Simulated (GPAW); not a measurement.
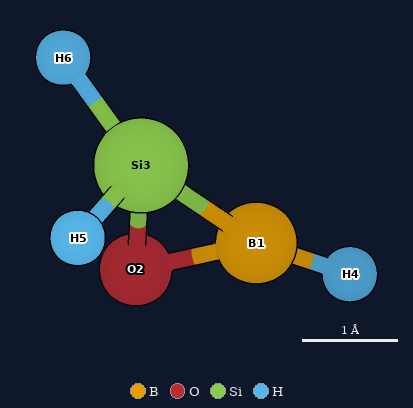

The structure as given in the input (ball-and-stick view, seen at a tilt; atoms are numbered from 1 in the order of the input).

## Calculation of the molecule and its ions, with input and output: BSiH$_{3}$O

The run: calculation of the molecule and its ions of BSiH$_{3}$O, SMILES B1O[SiH2]1. Method and program: LDA (PW92)/sz(dzp), scalar-relativistic datasets (GPAW 26.7.0).

The geometry comes from this level: GFN2-xTB.

## Input file (molecule_ipea.py)
```python
from ase.io import read
from gpaw import GPAW

# Geometry
atoms = read('molecule.xyz')
atoms.center(vacuum=4.5)

energies = {}
for name, charge, unpaired in [('neutral', 0, 0), ('oxidised', 1, 1)]:
    atoms.set_initial_magnetic_moments([unpaired / len(atoms)] * len(atoms))
    dft = GPAW(mode='lcao',
               basis='sz(dzp)',
               h=0.25,
               xc='LDA',
               charge=charge,
               occupations={'name': 'fermi-dirac', 'width': 0.0, 'fixmagmom': unpaired > 0},
               maxiter=100,
               symmetry='off',
               txt=f'{name}.txt')
    atoms.calc = dft
    energies[name] = atoms.get_potential_energy()
    print(f'{name:10} {energies[name]:12.5f} eV')

ip = energies['oxidised'] - energies['neutral']
print(f'Vertical IP = {ip:.3f} eV')
```

## File molecule.xyz
```
6

B     -0.931290    -0.517230    -0.381600
O      0.186380    -1.084170     0.032430
Si     0.396350     0.693030     0.184260
H     -1.924340    -0.948520    -0.794300
H      1.569850     0.973430    -0.637170
H      0.703040     0.883460     1.596380
```

Machine: 1 thread of Arm Neoverse N1, 24 GiB of memory available, shared host.

Command:
```bash
python3 -u molecule_ipea.py | tee molecule_ipea.out
```

## What the program printed
```
neutral       -20.77446 eV
oxidised       -9.10822 eV
Vertical IP = 11.666 eV
```

## Summary

- outcome: converged
- ionisation energy: 11.67 eV
- wall time: 11 s
- peak memory: 0.42 GiB

## Notes

On so coarse a grid the energy depends on the position of the molecule, which gives spurious forces.
